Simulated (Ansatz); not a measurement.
## Phonons of La3InB (Pm-3m) against volume

Aim: how the phonons of La3InB (Pm-3m) shift with volume, and the thermal expansion that follows.

Method: DFT PBEsol, scalar-relativistic, plane waves, PAW; PAW set soft_1, in Ansatz 0.2.0.

## 1. The structure

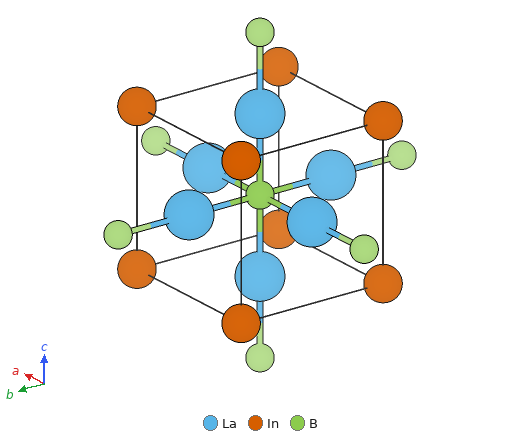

The cell as given, from a free direction (lanthanum blue, indium orange, boron green). Some periodic images of atoms are drawn too.

## 2. Phonons on a q mesh

The cell comes from relaxations at this level that are not shown. Stability and thermal properties need the whole zone. Linear response on a 2×2×2 q mesh gives force constants as far as a supercell of that size would.

The input, input.yaml:

```yaml
crystal:
  lattice:
    - [5.2472787968, 0.0, 0.0]
    - [0.0, 5.2472787968, 0.0]
    - [0.0, 0.0, 5.2472787968]
  atoms:
    - { symbol: La, position: [0.5, 0.0, 0.5] }
    - { symbol: La, position: [0.5, 0.5, 0.0] }
    - { symbol: La, position: [0.0, 0.5, 0.5] }
    - { symbol: In, position: [0.0, 0.0, 0.0] }
    - { symbol: B, position: [0.5, 0.5, 0.5] }
kpoints:
  mp_grid: { grid: [8, 8, 8] }
hamiltonian:
  xc: pbesol
  pseudopotentials: { kind: paw, azcp: { folder: soft_1 }, xc_functional: pbe }
scf:
  occupations: { method: methfessel_paxton, width: 0.2 }
output:
  eigenvalues: true
phonons:
  method: dfpt
  qmesh: [2, 2, 2]
  temperatures: { t_max: 1000, t_step: 50 }
  qpath:
    path:
      - [[0.0, 0.0, 0.0], [0.0, 0.5, 0.0], [0.5, 0.5, 0.0], [0.0, 0.0, 0.0], [0.5, 0.5, 0.5], [0.0, 0.5, 0.0]]
      - [[0.5, 0.5, 0.5], [0.5, 0.5, 0.0]]
    npoints: 10
```

Started as:

```bash
$ ansatz run input.yaml --threads 4 --pin off --max-ram 10240MiB --backend cpu --events-out ev --progress --plain --runs-dir out
```

Numbers of over 12 decimals in the logs are rounded to 6 here.

The log of the run:

```text
Engine: ansatz 0.2.0, x86_64-unknown-linux-gnu
Pseudopotentials: kind: paw
Pseudopotential: La, paw, valence charge 11, recommended cutoff 420 eV (normal), soft_1/La.paw.azcp
Pseudopotential: In, paw, valence charge 13, recommended cutoff 420 eV (normal), soft_1/In.paw.azcp
Pseudopotential: B, paw, valence charge 3, recommended cutoff 420 eV (normal), soft_1/B.paw.azcp
Functional definition: PBEsol
  exchange = pbesol_x
  correlation = pbesol_c
Crystal: 5 atoms, lattice volume = 144.478 Å³
Basis set: ecut = 420 eV, 2801 PW (Γ), exchange–correlation on 72×72×72 points (8 copies of the dense FFT grid, shifted against one another)
Bands: 30, of which v1, the nominal top of the filled ones, is band 25 counted from 1 (24 counted from 0)
Symmetry: 48 space group operations
k-points: 35 of 512
Non-local potential: La, projectors of the file, l = 0: 3, l = 1: 2, l = 2: 2, l = 3: 3
Non-local potential: In, projectors of the file, l = 0: 2, l = 1: 2, l = 2: 2, l = 3: 1
Non-local potential: B, projectors of the file, l = 0: 2, l = 1: 2, l = 2: 1
PAW form: soft (Blöchl's): semilocal exchange-correlation on the pseudo side does not see the compensation charge
PAW frozen core: La, regenerated for the run's functional, and the local potential with it (the file was generated under x = pbe(κ = 0.804, μ = 0.219515), c = pbe(β = 0.066725))
PAW frozen core: In, regenerated for the run's functional, and the local potential with it (the file was generated under x = pbe(κ = 0.804, μ = 0.219515), c = pbe(β = 0.066725))
PAW frozen core: B, regenerated for the run's functional, and the local potential with it (the file was generated under x = pbe(κ = 0.804, μ = 0.219515), c = pbe(β = 0.066725))
PAW one-centre angular grid: La, 590 points (default); XC on 64 Gauss nodes
PAW one-centre angular grid: In, 590 points (default); XC on 64 Gauss nodes
PAW one-centre angular grid: B, 110 points (default); XC on 64 Gauss nodes
Initial density: superposition of atomic densities (chi_scale 0.1, normalization cell, long waves kept (reshape's long-wave potential 0.00 eV rms))
Initial wavefunctions: pseudopotential atomic-orbital guess
Functional: x = pbesol(κ = 0.804, μ = 0.123457), c = pbesol(β = 0.046)
SCF iter   1: F=—  HF=-24168.975786 eV  |F-HF|=—  |Δ(HF+E_count)|=         —  Δρ=6.98e-2  dr2=2.87e1  ethr=3.10e-3  ⟨swp⟩=4.9  Hψ=4930  notcnv=0
preconditioner: auto → Kerker (q_TF=auto, 2.278 Å⁻¹)  [metal: Δε(μ)=0.012 eV  Ē_g=10.939 eV  σ=0.200 eV  W_gap=0.05  n_scr=26 (ndim 8)  ℏωp=20.3 eV  f_vac=0.000  D(μ)=7.02/eV (n_scr^D=80)]
SCF iter   2: F=—  HF=-24164.165746 eV  |F-HF|=—  |Δ(HF+E_count)|=    4.81e0  S|Δr|=    0.00e0  Δρ=2.50e-2  dr2=4.17e0  ethr=3.10e-3  ⟨swp⟩=3.9  Hψ=2390  notcnv=0  defer=6
SCF iter   3: F=—  HF=-24163.371480 eV  |F-HF|=—  |Δ(HF+E_count)|=   7.94e-1  S|Δr|=    0.00e0  Δρ=1.06e-2  dr2=4.45e-1  ethr=3.10e-3  ⟨swp⟩=3.0  Hψ=1869  notcnv=0  defer=5
SCF iter   4: F=—  HF=-24163.261885 eV  |F-HF|=—  |Δ(HF+E_count)|=   1.10e-1  S|Δr|=    0.00e0  Δρ=1.84e-3  dr2=9.85e-3  ethr=9.09e-4  ⟨swp⟩=5.2  Hψ=7367  notcnv=0
automatic band count: the SCF goes on with 35 bands, as 30 were too few: they end inside the smearing window of the response
SCF iter   5: F=—  HF=-24163.260317 eV  |F-HF|=—  |Δ(HF+E_count)|=   1.57e-3  S|Δr|=    0.00e0  Δρ=6.25e-4  dr2=9.24e-4  ethr=2.01e-5  ⟨swp⟩=2.0  Hψ=2337  notcnv=0
SCF iter   6: F=—  HF=-24163.260255 eV  |F-HF|=—  |Δ(HF+E_count)|=   6.19e-5  S|Δr|=    0.00e0  Δρ=2.33e-4  dr2=9.81e-5  ethr=1.88e-6  ⟨swp⟩=2.0  Hψ=1475  notcnv=0
SCF iter   7: F=—  HF=-24163.260227 eV  |F-HF|=—  |Δ(HF+E_count)|=   2.82e-5  S|Δr|=    0.00e0  Δρ=6.68e-5  dr2=9.23e-6  ethr=2.00e-7  ⟨swp⟩=2.0  Hψ=1408  notcnv=0
SCF iter   8: F=—  HF=-24163.260223 eV  |F-HF|=—  |Δ(HF+E_count)|=   3.67e-6  S|Δr|=    0.00e0  Δρ=2.50e-5  dr2=3.35e-6  ethr=1.88e-8  ⟨swp⟩=2.0  Hψ=1553  notcnv=0
SCF iter   9: F=—  HF=-24163.260225 eV  |F-HF|=—  |Δ(HF+E_count)|=   1.62e-6  S|Δr|=    0.00e0  Δρ=6.45e-6  dr2=6.88e-8  ethr=6.83e-9  ⟨swp⟩=2.0  Hψ=1295  notcnv=0
SCF iter  10: F=—  HF=-24163.260225 eV  |F-HF|=—  |Δ(HF+E_count)|=   4.53e-9  S|Δr|=    0.00e0  Δρ=1.79e-6  dr2=1.56e-8  ethr=1.40e-10  ⟨swp⟩=2.0  Hψ=1944  notcnv=0
SCF iter  11: F=—  HF=-24163.260225 eV  |F-HF|=—  |Δ(HF+E_count)|=   1.78e-9  S|Δr|=    0.00e0  Δρ=2.31e-7  dr2=1.06e-10  ethr=3.19e-11  ⟨swp⟩=2.0  Hψ=1306  notcnv=0
SCF iter  12: F=-24163.260225 eV  HF=-24163.260225 eV  |F-HF|=3.64e-12  |Δ(HF+E_count)|=  3.64e-12  S|Δr|=    0.00e0  Δρ=6.26e-8  dr2=4.92e-12  ethr=1.00e-12  ⟨swp⟩=16.7  Hψ=8141  notcnv=0
SCF 1 converged in 12 iterations: F = -24163.260225 eV  dr2 = 4.92e-12
  greatest PAW one-centre occupation: 0.980 electrons in one spin orbital (limit 2), on the In atom at site 3 (counted from 0), in its partial waves of l = 2
phonons: the bands overlap, so this run is a metal and interpolates without the dipole-dipole term. If the crystal is really an insulator or semiconductor, its LO-TO splitting is missing
NSCF: frozen V_eff on 35 k-points
NSCF: frozen V_eff on 125 k-points
DFPT response loops at q = (0, 0, 0) (fractional): preconditioner auto → Kerker (q_TF=auto, 2.278 Å⁻¹) (partly filled bands, converged f_vac=0.000); β = 1.00, the filter's whole step (`scf.mixing.beta` (0.50) is not read by the response loops under this deck's `scf.mixing.preconditioner`; to damp them name `kerker` or `kerker_dos`, under which they read `scf.mixing.beta`, and type it under 1.00, their step now; both keys bind the ground state too); Broyden in place of MSR1
NSCF: frozen V_eff on 250 k-points
DFPT response loops at q = (0, 0, -0.5) (fractional): mixed as the last ones told, above
NSCF: frozen V_eff on 250 k-points
DFPT response loops at q = (0, -0.5, -0.5) (fractional): mixed as the last ones told, above
NSCF: frozen V_eff on 250 k-points
DFPT response loops at q = (-0.5, -0.5, -0.5) (fractional): mixed as the last ones told, above
SCF converged after 12 iterations
Stability not checked: this state was not tested for a lower state beside it, because cold or Methfessel-Paxton smearing, or corrected tetrahedra, fill the levels in a way that the test cannot read (fill_not_monotonic; see scf.lower_state_search)
Free energy (F): -24163.260225 eV
Harris-Foulkes:  -24163.260225 eV  (|F-HF|=3.64e-12)
Internal energy: -24163.255790 eV  (E = F + TS)
E sigma→0 (E₀):  -24163.259116 eV
Entropy (-TS):   -0.004435 eV (-0.887 meV/atom)
Fermi energy:    10.105597 eV
--- Per-component energies (eV) ---
  E_band       = -147.162896
  E_kinetic    = 823.425759
  E_local      = -2107.724151  (includes V_loc(G=0)·N_el)
  E_nonlocal   = 603.902491
  E_hartree    = 797.859638
  E_xc         = -599.406350
  E_vxc        = -561.576014  (∫ρ·V_xc dr)
  E_paw        = -20197.967827  (= ΣΔE_a)
  E_vpaw       = -500.910402  (= ΣTr[D̂ρ^β])
  E_aug_tail   = 0.000143  (compensation charges beyond the density's cutoff)
  E_ewald      = -3484.103216
  E_core_change = 0.757723  (= ΣΔE_core)
  E_smearing   = -0.004435  (= −TS)
  E_closure    = -0.000000  (closes the sum)
  Σ components = -24163.260225   (vs F -24163.260225, Δ=0.00e0)
--- Band table (eV; the first three rows and the last of 35) ---
  k-point 0: bands = [... 21 lower, 9.7628, 9.7628, 9.7628, 11.0660, 11.0660, 11.0660, 11.2471, 11.2471, ... 6 higher]
  k-point 1: bands = [... 21 lower, 9.7716, 9.7973, 9.8698, 10.7531, 10.9828, 10.9828, 11.1176, 11.2962, ... 6 higher]
  k-point 2: bands = [... 21 lower, 9.7912, 9.8885, 9.9377, 10.2515, 10.7531, 10.7531, 11.1825, 11.5226, ... 6 higher]
  k-point 34: bands = [... 21 lower, 7.6367, 10.5696, 10.5696, 10.5696, 11.7760, 11.7760, 11.7760, 11.9281, ... 6 higher]
--- Phonons (Γ-DFPT): 4 representative perturbations + reference (Σ response iterations 13) ---
  ASR residual: 4.666e-5 → 0.000e0 eV/Å²; symmetrization residual: 2.239e-6 eV/Å²
  ASR residual per site (eV/Å²): 2.86e-5 2.86e-5 2.86e-5 1.03e-5 4.67e-5
  Γ frequencies (cm⁻¹): -118.01 -118.01 -118.01 -59.91 -59.91 -59.91 0.00 0.00 0.00 66.96 66.96 66.96 161.96 161.96 161.96
--- Phonons (arbitrary-q DFPT): 4 irreducible q on the 2×2×2 mesh ---
  q = [0.0000, 0.0000, 0.0000] (star 1, of the zone-centre solve; hermiticity 6.29e-7, symmetrization 7.35e-12): -118.01 -118.01 -118.01 -59.91 -59.91 -59.91 -0.00 -0.00 0.00 66.96 66.96 66.96 161.96 161.96 161.96
  q = [0.0000, 0.0000, -0.5000] (star 3, 9 solved perturbations in 975 linear systems a pass and spin channel, the states on 125 of 512 k-point pairs; hermiticity 3.34e-7, symmetrization 6.23e-8): -12.61 -12.61 36.81 41.96 41.96 72.80 72.80 73.00 78.09 82.87 82.87 142.90 305.23 305.23 329.73
  q = [0.0000, -0.5000, -0.5000] (star 3, 9 solved perturbations in 975 linear systems a pass and spin channel, the states on 125 of 512 k-point pairs; hermiticity 3.44e-7, symmetrization 3.03e-8): 18.34 53.62 53.62 61.91 61.91 69.83 69.99 69.99 78.86 89.22 130.90 144.85 349.51 361.79 361.79
  q = [-0.5000, -0.5000, -0.5000] (star 1, 4 solved perturbations in 350 linear systems a pass and spin channel, the states on 125 of 512 k-point pairs; hermiticity 4.23e-7, symmetrization 5.82e-9): -3.70 -3.70 -3.70 53.97 53.97 53.97 95.68 95.68 95.68 128.07 128.07 166.23 410.30 410.30 410.30
  sum rule: each row above includes the acoustic sum rule's correction from the zone centre's row sums; it moved no ω² by more than (1.08 cm⁻¹)²
  mesh force constants: q→R imaginary residual 1.96e-18; ASR residual 4.666e-5 → 0.000e0 eV/Å²; symmetrization residual 1.066e-14 eV/Å²
  interpolated dispersion: 62 rows × 15 modes
  density of states and harmonic sums: on the 12×12×12 q-mesh, interpolated from the force constants of a 2×2×2 supercell (no non-analytic term)
  largest difference from the sums on the solved wave vectors: F 3.93e-1 eV, S 5.07e-4 and C_V 1.14e-4 eV/K
  zero-point energy: 0.108801 eV/cell   skipped modes (ω ≤ 0): 101, of them read as no rigid motion or as one in doubt: 98 (9.253e-1 modes/cell left out, lowest -118.01 cm⁻¹)   left out of the sums: 6.18e-2 of the cell's modes: C_V's classical limit lies that fraction below 3 k_B per atom; for a crystal, a wire or a layer, F and S can be off by more, and a phonons.interpolated_qmesh denser along its periods is the remedy for the sampling
```

It took 4.7 min on 4 threads of AMD EPYC 9B14 (Zen 4), shared host; peak memory 2.1 GiB.

The column dr2 measures how far the density is from self-consistency, as an energy; F and HF (Harris–Foulkes) agree once it is small.

Numbers from this step:

| Item | Value |
| --- | --- |
| volume per atom | 28.90 Å³ |
| gap on the k-mesh | 0 eV |
| sum-rule residual before enforcement | 4.67e-5 eV/Å² |
| lowest frequency on the path | -118.0 cm⁻¹ |
| point group | m-3m |
| highest frequency on the path or at a solved wavevector | 410.3 cm⁻¹ |
| highest optical mode at the zone centre (no LO-TO term) | 162.0 cm⁻¹ |
| lowest optical zone-centre mode | -118.0 cm⁻¹ |
| lowest mode on the q mesh (acoustic modes at Γ apart) | -118.0 cm⁻¹ |

Frequencies (cm⁻¹) solved at each irreducible wavevector; negative means imaginary. Frequencies by wavevector, by row:

| q in reciprocal lattice units | star | mode 1 | mode 2 | mode 3 | mode 4 | mode 13 | mode 14 | mode 15 |
| --- | --- | --- | --- | --- | --- | --- | --- | --- |
| 0 0 0 | 1 | -118 | -118 | -118 | -59.9 | 162 | 162 | 162 |
| 0 0 -0.5 | 3 | -12.6 | -12.6 | 36.8 | 42 | 305.2 | 305.2 | 329.7 |
| 0 -0.5 -0.5 | 3 | 18.3 | 53.6 | 53.6 | 61.9 | 349.5 | 361.8 | 361.8 |
| -0.5 -0.5 -0.5 | 1 | -3.7 | -3.7 | -3.7 | 54 | 410.3 | 410.3 | 410.3 |

Symmetry leaves 4 wavevectors to solve. The lowest mode among them, the acoustic zeros apart, lies at Γ and is imaginary, 118.0i cm⁻¹, so the energy falls along it.

## 3. Relaxing at another volume, volume ratio 0.97

The volume is scaled by 0.97 and held; symmetry leaves nothing to relax, so this is a single point. The modes can then be followed against volume.

input.yaml, the sections that differ from step 2:

```yaml
crystal:
  lattice:
    - [5.1942723567, 0.0, 0.0]
    - [0.0, 5.1942723567, 0.0]
    - [0.0, 0.0, 5.1942723567]
  atoms:
    - { symbol: La, position: [0.5, 0.0, 0.5] }
    - { symbol: La, position: [0.5, 0.5, 0.0] }
    - { symbol: La, position: [0.0, 0.5, 0.5] }
    - { symbol: In, position: [0.0, 0.0, 0.0] }
    - { symbol: B, position: [0.5, 0.5, 0.5] }
output:
  forces: true
  stress: true
  eigenvalues: true
# kpoints, hamiltonian, scf: as in step 2
# phonons: removed
```

The log of the run:

```text
[...]
Crystal: 5 atoms, lattice volume = 140.144 Å³
Basis set: ecut = 420 eV, 2777 PW (Γ), exchange–correlation on 72×72×72 points (8 copies of the dense FFT grid, shifted against one another)
Bands: 30, of which v1, the nominal top of the filled ones, is band 25 counted from 1 (24 counted from 0)
Symmetry: 48 space group operations
[...]
k-points: 35 of 512
[...]
k-point 0: bands = [... 21 lower, 10.0963, 10.0963, 10.0963, 11.5058, 11.5058, 11.5058, 11.6522, 11.6522, ... 1 higher]
  k-point 1: bands = [... 21 lower, 10.1113, 10.1313, 10.2289, 11.1693, 11.4271, 11.4271, 11.5367, 11.6902, ... 1 higher]
  k-point 2: bands = [... 21 lower, 10.1435, 10.2240, 10.3253, 10.6246, 11.1864, 11.1864, 11.5990, 11.9213, ... 1 higher]
  k-point 34: bands = [... 21 lower, 7.9509, 10.9971, 10.9971, 10.9971, 12.1907, 12.1907, 12.1907, 12.3390, ... 1 higher]
[key lines of the parts left out:]
SCF converged after 10 iterations
Free energy (F): -24163.239745 eV
Fermi energy:    10.493739 eV
P = ⅓ Tr σ = 1.5490 GPa (15.490 kbar)
```

It took 2 s on 4 threads; peak memory 0.58 GiB.

This step gave:

* pressure: 1.549 GPa
* volume per atom: 28.03 Å³

The run ends at a pressure of 1.55 GPa.

## 4. Phonons at the other volume, volume ratio 0.97

The phonons are repeated at this volume on the same k and q meshes.

input.yaml: that of step 3 with these lines changed.

```diff
@@ -19,4 +19,11 @@
 output:
-  forces: true
-  stress: true
   eigenvalues: true
+phonons:
+  method: dfpt
+  qmesh: [2, 2, 2]
+  temperatures: { t_max: 1000, t_step: 50 }
+  qpath:
+    path:
+      - [[0.0, 0.0, 0.0], [0.0, 0.5, 0.0], [0.5, 0.5, 0.0], [0.0, 0.0, 0.0], [0.5, 0.5, 0.5], [0.0, 0.5, 0.0]]
+      - [[0.5, 0.5, 0.5], [0.5, 0.5, 0.0]]
+    npoints: 10
```

The log of the run:

```text
[...]
Crystal: 5 atoms, lattice volume = 140.144 Å³
Basis set: ecut = 420 eV, 2777 PW (Γ), exchange–correlation on 72×72×72 points (8 copies of the dense FFT grid, shifted against one another)
Bands: 30, of which v1, the nominal top of the filled ones, is band 25 counted from 1 (24 counted from 0)
Symmetry: 48 space group operations
k-points: 35 of 512
[...]
SCF iter   1: F=—  HF=-24169.139454 eV  |F-HF|=—  |Δ(HF+E_count)|=         —  Δρ=7.28e-2  dr2=2.97e1  ethr=3.10e-3  ⟨swp⟩=5.0  Hψ=4889  notcnv=0
[...]
SCF iter  12: F=-24163.239745 eV  HF=-24163.239745 eV  |F-HF|=7.28e-12  |Δ(HF+E_count)|=  7.28e-12  S|Δr|=    0.00e0  Δρ=5.36e-8  dr2=3.01e-12  ethr=1.00e-12  ⟨swp⟩=17.0  Hψ=8312  notcnv=0
SCF 1 converged in 12 iterations: F = -24163.239745 eV  dr2 = 3.01e-12
[...]
NSCF: frozen V_eff on 35 k-points
WARN: eigensolver did not converge in 11 slots of this pass, the one above among them; of largest residual over every band (k=30): 1 band(s) unlocked (lowest unlocked band 34, counted from 0; max residual 2.72e-3 eV among the unlocked bands, 2.72e-3 eV over every band); of lowest unlocked band (k=1): band 34
[...]
SCF converged after 12 iterations
[...]
Free energy (F): -24163.239745 eV
[...]
Internal energy: -24163.235888 eV  (E = F + TS)
E sigma→0 (E₀):  -24163.238781 eV
Entropy (-TS):   -0.003857 eV (-0.771 meV/atom)
Fermi energy:    10.493743 eV
[...]
--- Band table (eV; the first three rows and the last of 35) ---
  k-point 0: bands = [... 21 lower, 10.0963, 10.0963, 10.0963, 11.5058, 11.5058, 11.5058, 11.6522, 11.6522, ... 6 higher]
  k-point 1: bands = [... 21 lower, 10.1113, 10.1313, 10.2289, 11.1693, 11.4271, 11.4271, 11.5367, 11.6902, ... 6 higher]
  k-point 2: bands = [... 21 lower, 10.1435, 10.2240, 10.3253, 10.6246, 11.1864, 11.1864, 11.5990, 11.9213, ... 6 higher]
  k-point 34: bands = [... 21 lower, 7.9509, 10.9971, 10.9971, 10.9971, 12.1907, 12.1907, 12.1907, 12.3390, ... 6 higher]
[...]
ASR residual: 4.118e-5 → 0.000e0 eV/Å²; symmetrization residual: 2.266e-6 eV/Å²
  ASR residual per site (eV/Å²): 2.71e-5 2.71e-5 2.71e-5 1.11e-5 4.12e-5
[...]
--- Phonons (arbitrary-q DFPT): 4 irreducible q on the 2×2×2 mesh ---
[...]
interpolated dispersion: 62 rows × 15 modes
[...]
```

It took 4.6 min on 4 threads; peak memory 2.1 GiB.

Numbers from this step:

```yaml
sum_rule_residual_before_enforcement: 4.12e-5 eV/Å²
lowest_frequency_on_the_path: -134.7 cm⁻¹
highest_frequency_on_the_path_or_at_a_solved_wavevector: 421.7 cm⁻¹
highest_optical_mode_at_the_zone_centre_no_lo_to_term: 178.2 cm⁻¹
lowest_optical_zone_centre_mode: -134.7 cm⁻¹
lowest_mode_on_the_q_mesh_acoustic_modes_at_gamma_apart: -134.7 cm⁻¹
```

Frequencies (cm⁻¹) solved at each irreducible wavevector; negative means imaginary. Frequencies by wavevector, by row:

| q in reciprocal lattice units | star | mode 1 | mode 2 | mode 3 | mode 4 | mode 13 | mode 14 | mode 15 |
| --- | --- | --- | --- | --- | --- | --- | --- | --- |
| 0 0 0 | 1 | -134.7 | -134.7 | -134.7 | -66.2 | 178.2 | 178.2 | 178.2 |
| 0 0 -0.5 | 3 | -21.7 | -21.7 | 39.9 | 41 | 320.7 | 320.7 | 335.8 |
| 0 -0.5 -0.5 | 3 | 19.8 | 54.9 | 54.9 | 62 | 368.9 | 368.9 | 369.4 |
| -0.5 -0.5 -0.5 | 1 | 6.7 | 6.7 | 6.7 | 59 | 421.7 | 421.7 | 421.7 |

The highest optical mode at the zone centre (no LO-TO term) is 178.2 cm⁻¹, +16.3 cm⁻¹ against the base run.

(Part 1 of 2 ends here.)

[Logs are printed without paths, hosts, clocks, repeated set-up lines and the standing remarks that a program may print on its own settings, such as how far it seeks lower states.]

[Hosts, paths, dates, database ids (printed as entryN), source tags and the programs' standing remarks are cut or masked in the printed files.]
